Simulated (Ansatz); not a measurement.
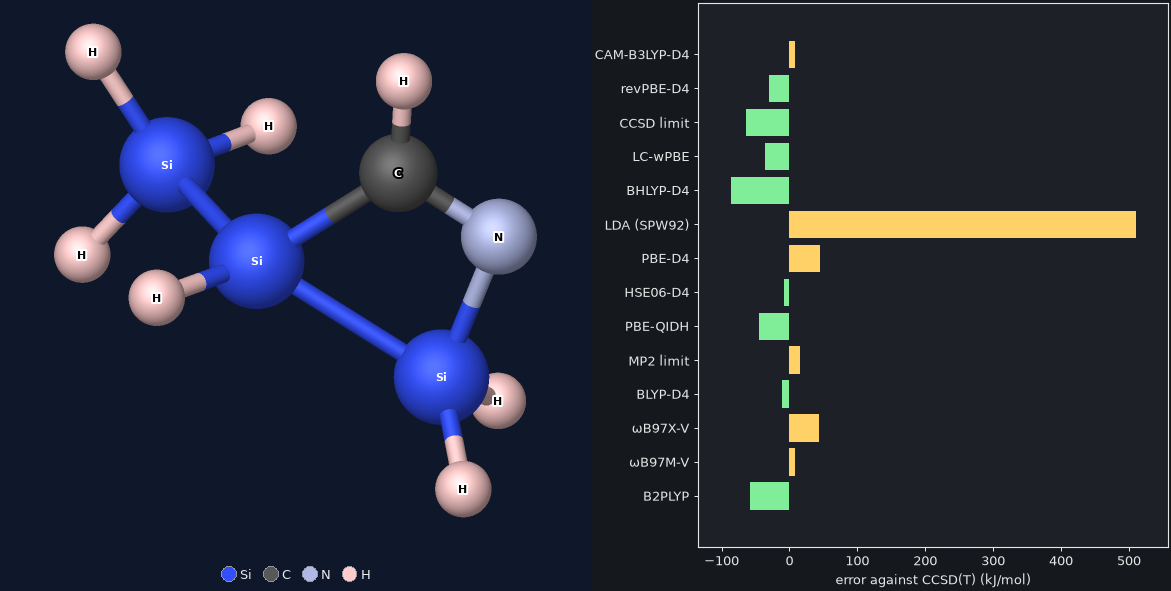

Error in the electronic atomisation energy (method less reference, so positive means overbinding) of CH₇NSi₃, SMILES [SiH3][Si@@H]1C=N[SiH2]1: functionals in def2-TZVPP against frozen-core CCSD(T) at the limit (MP2 extrapolated from triple and quadruple zeta, plus CCSD(T) less MP2 in a smaller set), which gives 3934.9 kJ/mol, at a PBE0-D4/def2-TZVP geometry (a minimum by its frequencies), no zero-point or spin-orbit term, the Ansatz code. The reference leaves out core correlation, a term that grows with the number of heavy atoms. PBE-QIDH and B2PLYP hold a correlation term that converges slowly with the basis, so part of the distance to the limit is basis error. No dispersion term is added to LC-wPBE, PBE-QIDH and B2PLYP. Limit means the basis limit.

> What range do the values span?

From −86.8 kJ/mol (BHLYP-D4) to 510.1 kJ/mol (LDA (SPW92)).

> Give the values.

```
       level  kJ/mol
CAM-B3LYP-D4     7.6
   revPBE-D4   −29.5
  CCSD limit   −64.2
     LC-wPBE   −36.1
    BHLYP-D4   −86.8
 LDA (SPW92)   510.1
      PBE-D4    44.5
    HSE06-D4    −7.8
    PBE-QIDH   −44.5
   MP2 limit    15.2
     BLYP-D4   −11.2
     ωB97X-V    42.8
     ωB97M-V     8.1
      B2PLYP   −57.6
```
